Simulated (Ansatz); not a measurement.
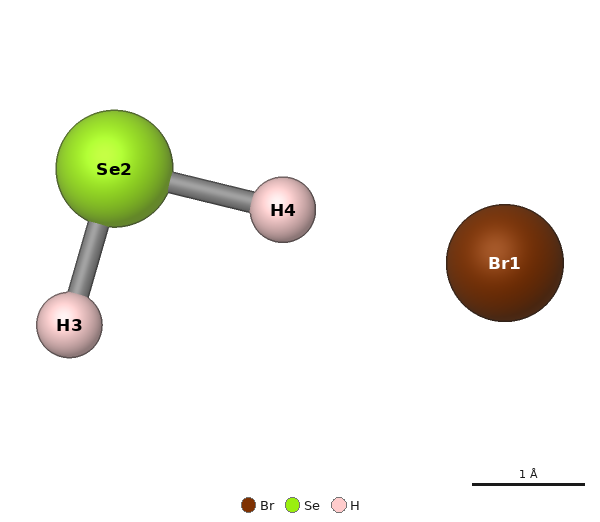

Orthographic view. Depth is shown by fading: the farther an atom, the more it takes the colour of the background. The species has charge −1 and is a spin singlet. The computed structure is the end point of a PBE0-D4/def2-TZVPD optimisation.

Give the distance matrix in Å.

| atom | Br1 | Se2 | H3 | H4 |
| --- | --- | --- | --- | --- |
| Br1 | 0.00 |  |  |  |
| Se2 | 3.63 | 0.00 |  |  |
| H3 | 3.97 | 1.47 | 0.00 |  |
| H4 | 2.07 | 1.57 | 2.19 | 0.00 |
